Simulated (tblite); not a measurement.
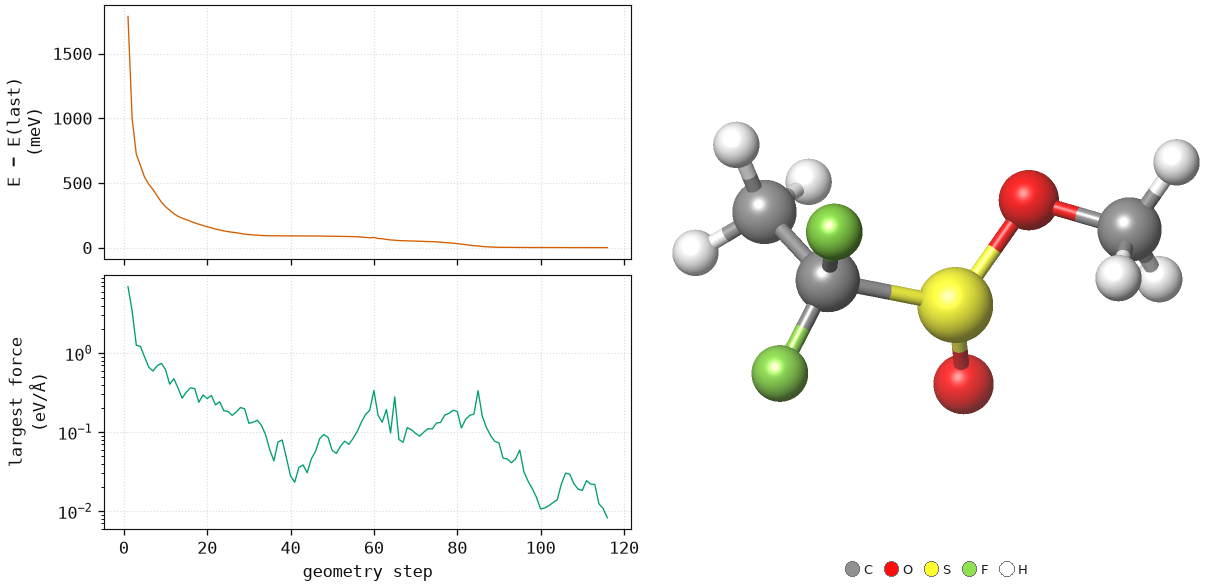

Beside the plot: the molecule at the start.

History of a geometry optimisation.

System: C3H6F2O2S (SMILES CO[S@](=O)C(C)(F)F).
Method: tblite, GFN2-xTB geometry optimisation, gas phase.

Question: How did the optimisation end?

Answer: The optimisation met its thresholds at geometry 116, counting the start as the first. The energy fell by about 1800 meV from the first step to the last. The largest force goes from about 7 eV/Å at the start to 8 × 10⁻³ eV/Å at the end.
